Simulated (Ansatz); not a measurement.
N₂SSi

```yaml
atoms:
  - { symbol: N, position_ang: [-1.6894, 2.4149, -1.0665] }
  - { symbol: N, position_ang: [-1.5258, 3.0833, -2.1528] }
  - { symbol: S, position_ang: [-1.9006, -0.2459, -3.4966] }
  - { symbol: Si, position_ang: [-1.7413, 1.3821, -2.4709] }
```

Geometry: PBE0-D3(BJ)/def2-SVP.

Computed with isolated molecule in a Gaussian basis; Kohn-Sham density functional theory, functional PBE0 in Ansatz 0.2.0.

Predict the electron density and electron localisation function between the atoms.

Answer. N–N (1.29 Å): the density is about 3 e/Å³ at the midpoint; the ELF peaks at about 0.85 between the atoms (a covalent bond).
Si–N (1.74 Å): ρ at the midpoint is about 1.1 e/Å³; the ELF peaks at about 0.85 between the atoms, as expected for a polar covalent bond.
Si–S (1.93 Å): ρ at the midpoint is about 1 e/Å³; the ELF peaks at about 0.80 between the atoms, as expected for a covalent bond.

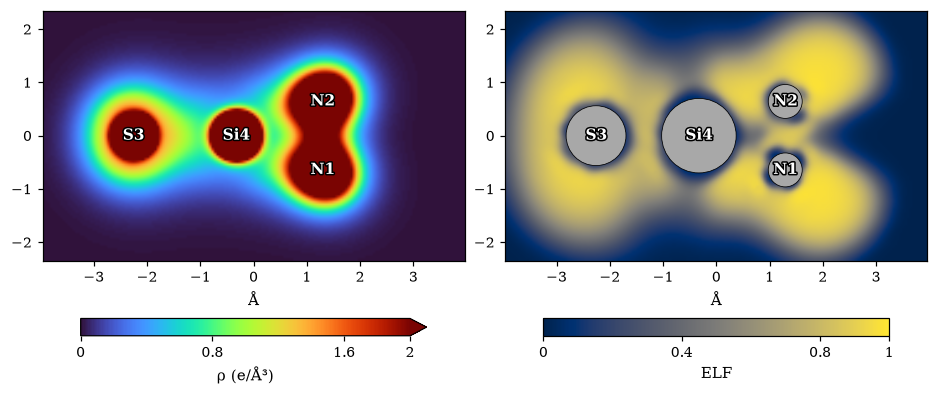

Computed electron density and electron localisation function on the molecular plane, in this order. Grey discs cover the atomic cores in the ELF map. 
